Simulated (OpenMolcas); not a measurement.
**triplet C2H7NSi at 6 levels**

Aim: a comparison of 6 runs (UHF/3-21G, UHF/cc-pVDZ, U-r2SCAN/cc-pVDZ, U-revPBE/cc-pVDZ, UB3LYP/cc-pVDZ, UM06-L/cc-pVDZ) of triplet C2H7NSi. 

The results are computed with OpenMolcas 26.06.

### 1 The molecule

C2H7NSi: 11 atoms, total charge 0, spin state triplet. As SMILES of the parent species, `C=NC[SiH3]`. Geometry: relaxed at PBE0-D4/def2-TZVP. That shape belongs to the parent species and isn't relaxed for this state.

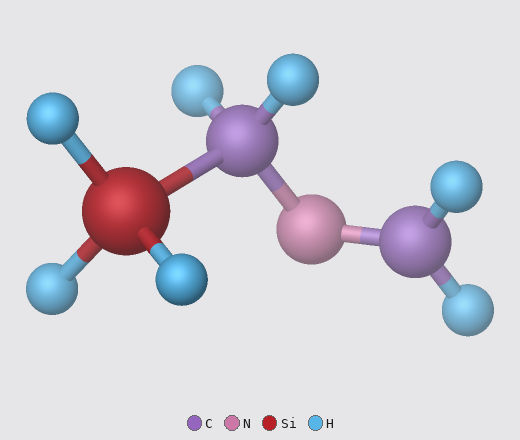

The structure, seen from a chosen angle (carbon purple, nitrogen pink, silicon red, hydrogen blue).

### 2 A single-point energy at UHF/3-21G (run 1)

mol.xyz

```xyz
11

C     -0.639400     1.869300     0.363900
N     -0.998600     0.713100     0.018000
C     -0.299000    -0.417000     0.562600
Si     0.706300    -1.257400    -0.802700
H     -1.145900     2.733500    -0.063200
H      0.166900     2.059000     1.086600
H     -1.029900    -1.151400     0.917900
H      0.365200    -0.161700     1.404500
H      1.729600    -0.311300    -1.319900
H     -0.179800    -1.683000    -1.914500
H      1.389900    -2.450100    -0.232400
```

job.input

```
* C2H7NSi Hartree-Fock

&gateway
 baslib
 $CurrDir
 coord
 mol.xyz
 basis
 3-21G
 group
 NoSym

&seward

&scf
 uhf
 spin
 3
 thresholds
 1e-10 1e-07 1e-07 1e-05
 prorbitals
 1 1
```

The basis set 3-21G is read from a file made from the Basis Set Exchange's data (not shown).

On the command line:

```sh
$ export MOLCAS_MEM=1860
$ pymolcas job.input > job.log
```

Output:

```text
--- Start Module: gateway ---
[...]
--- Stop Module: gateway /rc=_RC_ALL_IS_WELL_ ---
--- Start Module: seward ---
[...]
      Basis functions           54
--- Stop Module: seward /rc=_RC_ALL_IS_WELL_ ---
--- Start Module: scf ---
[...]
       Convergence after  26 Iterations
[...]
::    Total SCF energy                               -420.7309358516
[...]
      Total spin, S                                     1.0046783099
[...]
      Total electronic charge=   40.000000
      Total            charge=   -0.000000
[...]
      Dipole Moment (debye):
      Origin of the operator (angstrom)=   -0.0572   -0.1196   -0.1535
                   X=  3.8955E-01               Y= -9.0533E-01               Z=  8.0360E-01           Total=  1.2717E+00
      Quadrupole Moment (debye*angstrom):
[...]
--- Stop Module: scf /rc=_RC_ALL_IS_WELL_ ---
[...]
```

It took 3.3 s on 1 thread of Intel Xeon Platinum 8375C at 2.90GHz (Ice Lake), shared host; peak memory 0.39 GiB.

### 3 The energy at UHF/cc-pVDZ (run 2)

test.inp

```
&GATEWAY
 BasLib=$CurrDir
 Coord
 11
 angstrom
 C       -0.639400       1.869300       0.363900
 N       -0.998600       0.713100       0.018000
 C       -0.299000      -0.417000       0.562600
 Si       0.706300      -1.257400      -0.802700
 H       -1.145900       2.733500      -0.063200
 H        0.166900       2.059000       1.086600
 H       -1.029900      -1.151400       0.917900
 H        0.365200      -0.161700       1.404500
 H        1.729600      -0.311300      -1.319900
 H       -0.179800      -1.683000      -1.914500
 H        1.389900      -2.450100      -0.232400
 Basis=cc-pVDZ
 Group=NoSym

&SEWARD

&SCF
 UHF
 Spin=3
 Thresholds=1e-10 1e-07 1e-07 1e-05
 PrOrbitals=1 2
```

The basis set cc-pVDZ is read from a file made from the Basis Set Exchange's data (not shown).

On the command line:

```sh
$ export MOLCAS_MEM=1860
$ pymolcas test.inp > test.log
```

Output:

```text
--- Start Module: gateway ---
[...]
--- Stop Module: gateway /rc=_RC_ALL_IS_WELL_ ---
--- Start Module: seward ---
[...]
      Basis functions           95
--- Stop Module: seward /rc=_RC_ALL_IS_WELL_ ---
[...]
--- Start Module: scf ---
[...]
       Convergence after  39 Iterations
[...]
::    Total SCF energy                               -423.0270534764
[...]
      Total spin, S                                     1.0061675460
[...]
      Total electronic charge=   40.000000
      Total            charge=   -0.000000
[...]
      Dipole Moment (debye):
      Origin of the operator (angstrom)=   -0.0572   -0.1196   -0.1535
                   X=  3.0624E-01               Y= -8.8733E-01               Z=  6.1111E-01           Total=  1.1201E+00
      Quadrupole Moment (debye*angstrom):
[...]
--- Stop Module: scf /rc=_RC_ALL_IS_WELL_ ---
[...]
```

Wall time 18 s (1 thread of Intel Xeon Platinum 8375C at 2.90GHz (Ice Lake), shared host); peak memory 0.53 GiB.

Run 3 isn't shown in full; the table further down has it.

### 4 A single-point energy at U-revPBE/cc-pVDZ (run 4)

job.inp

```
&GATEWAY
 BasLib=$CurrDir
 Coord
 11
 angstrom
 C       -0.639400       1.869300       0.363900
 N       -0.998600       0.713100       0.018000
 C       -0.299000      -0.417000       0.562600
 Si       0.706300      -1.257400      -0.802700
 H       -1.145900       2.733500      -0.063200
 H        0.166900       2.059000       1.086600
 H       -1.029900      -1.151400       0.917900
 H        0.365200      -0.161700       1.404500
 H        1.729600      -0.311300      -1.319900
 H       -0.179800      -1.683000      -1.914500
 H        1.389900      -2.450100      -0.232400
 Basis=cc-pVDZ
 Group=NoSym

&SEWARD
 GridInput
 Grid=UltraFine
 End of Grid

&SCF
 UHF
 Spin=3
 KSDFT=revPBE
 Thresholds=1e-10 1e-07 1e-07 1e-05
 PrOrbitals=1 1
```

The basis set cc-pVDZ is read from a file made from the Basis Set Exchange's data (not shown).

On the command line:

```sh
$ export MOLCAS_MEM=1860
$ pymolcas job.inp > job.log
```

Output:

```text
--- Start Module: gateway ---
[...]
--- Stop Module: gateway /rc=_RC_ALL_IS_WELL_ ---
--- Start Module: seward ---
[...]
      Basis functions           95
--- Stop Module: seward /rc=_RC_ALL_IS_WELL_ ---
[...]
--- Start Module: scf ---
[...]
       Convergence after  25 Iterations
[...]
::    Total KS-DFT energy                            -424.3720152519
[...]
      Total spin, S                                     1.0012358084
[...]
      Total electronic charge=   40.000000
      Total            charge=   -0.000000
[...]
      Dipole Moment (debye):
      Origin of the operator (angstrom)=   -0.0572   -0.1196   -0.1535
                   X=  1.5397E-01               Y= -4.5957E-01               Z=  8.8079E-01           Total=  1.0053E+00
      Quadrupole Moment (debye*angstrom):
[...]
--- Stop Module: scf /rc=_RC_ALL_IS_WELL_ ---
[...]
```

It took 89 s on 1 thread of Intel Xeon Platinum 8375C at 2.90GHz (Ice Lake), shared host; peak memory 0.53 GiB.

Run 5 isn't shown in full; the table further down has it.

### 5 The energy at UM06-L/cc-pVDZ (run 6)

test.inp

```
>>> EXPORT MOLCAS_PRINT=2
&gateway
baslib
$CurrDir
coord
11
angstrom
C       -0.639400       1.869300       0.363900
N       -0.998600       0.713100       0.018000
C       -0.299000      -0.417000       0.562600
Si       0.706300      -1.257400      -0.802700
H       -1.145900       2.733500      -0.063200
H        0.166900       2.059000       1.086600
H       -1.029900      -1.151400       0.917900
H        0.365200      -0.161700       1.404500
H        1.729600      -0.311300      -1.319900
H       -0.179800      -1.683000      -1.914500
H        1.389900      -2.450100      -0.232400
basis
cc-pVDZ
group
NoSym
&seward
gridinput
Grid=UltraFine
End of Grid
&scf
uhf
spin
3
ksdft
M06L
thresholds
1e-10 1e-07 1e-07 1e-05
prorbitals
1
```

The basis set cc-pVDZ is read from a file made from the Basis Set Exchange's data (not shown).

On the command line:

```sh
$ export MOLCAS_MEM=1860
$ pymolcas test.inp > test.log
```

Output:

```text
--- Start Module: gateway ---
[...]
--- Stop Module: gateway /rc=_RC_ALL_IS_WELL_ ---
--- Start Module: seward ---
[...]
      Basis functions           95
--- Stop Module: seward /rc=_RC_ALL_IS_WELL_ ---
[...]
--- Start Module: scf ---
[...]
       Convergence after  26 Iterations
[...]
::    Total KS-DFT energy                            -424.4557981224
[...]
      Total spin, S                                     1.0025182959
[...]
      Total electronic charge=   40.000000
      Total            charge=   -0.000000
[...]
      Dipole Moment (debye):
      Origin of the operator (angstrom)=   -0.0572   -0.1196   -0.1535
                   X=  2.4350E-01               Y= -6.8987E-01               Z=  8.0135E-01           Total=  1.0851E+00
      Quadrupole Moment (debye*angstrom):
[...]
--- Stop Module: scf /rc=_RC_ALL_IS_WELL_ ---
[...]
```

Run time: 2.5 min. Hardware: 1 thread of Intel Xeon Platinum 8375C at 2.90GHz (Ice Lake), shared host; peak memory 0.53 GiB.

### 6 The series

```
run             level  integration grid  energy (Eh)  dipole moment (D)  HOMO energy (eV)   ⟨S²⟩  wall time
  1         UHF/3-21G                 –  -420.730936               1.27             -6.42  2.014      3.3 s
  2       UHF/cc-pVDZ                 –  -423.027053               1.12             -6.49  2.019       18 s
  3  U-r2SCAN/cc-pVDZ         UltraFine  -424.366965               1.03             -2.05  2.008    2.4 min
  4  U-revPBE/cc-pVDZ         UltraFine  -424.372015               1.01             -1.67  2.004       89 s
  5    UB3LYP/cc-pVDZ         UltraFine  -424.494192               1.05             -2.72  2.005       89 s
  6    UM06-L/cc-pVDZ         UltraFine  -424.455798               1.09             -1.83  2.008    2.5 min
```

### 7 Outcome

| quantity | value |
| --- | --- |
| run 6: total energy | -424.45580 Eh |
| run 6: dipole moment | 1.09 D |
| run 6: HOMO energy (highest over α and β) | -1.83 eV |
| run 6: ⟨S²⟩ | 2.008 |

What this shows: The dipole moment (its size) runs from 1.01 D (U-revPBE/cc-pVDZ) to 1.27 D (UHF/3-21G). The two ends differ in method and basis. Totals of different functionals can't be ranked against each other. All runs together took 8.2 min, the longest 2.5 min.
